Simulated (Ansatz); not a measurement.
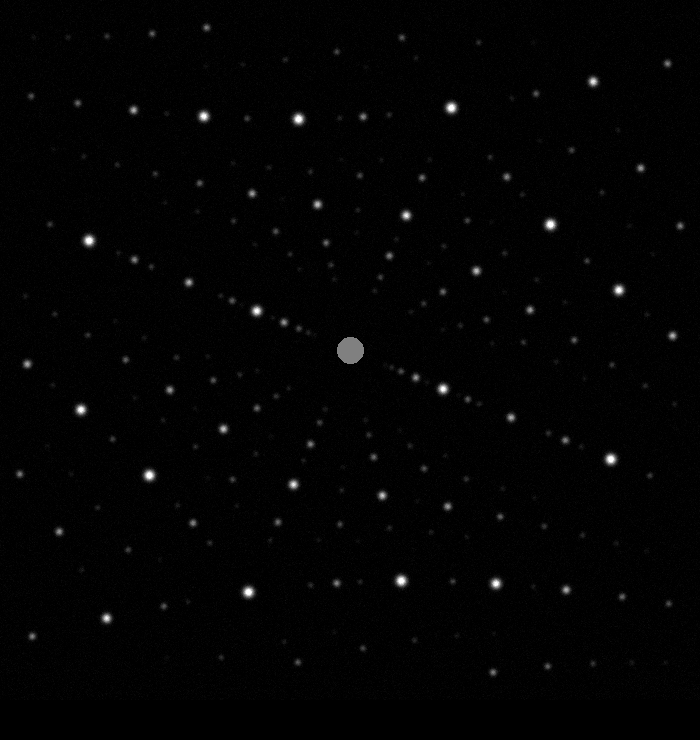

Simulated back-reflection Laue pattern (white X-rays, 0.45 to 2.2 Å, flat plate covering ±45° about the beam, kinematic intensities, seen from the source).

Which symmetry elements lie along the beam?

Answer. 2mm: a twofold axis with two mirror lines.

The crystal is AgO2, space group Fm-3m (No. 225), a = 5.08 Å. Structure: the geometry relaxed with Ansatz, DFT PBEsol, scalar-relativistic, plane waves, PAW; the starting structure was generated, so it need not be a known form of this composition.

Which direction points towards the source?

Answer. [110] or one equivalent to it by a rotation of the Laue group. In Laue class m-3m no other family of directions with a member of indices 0 and ±1 has this symmetry.
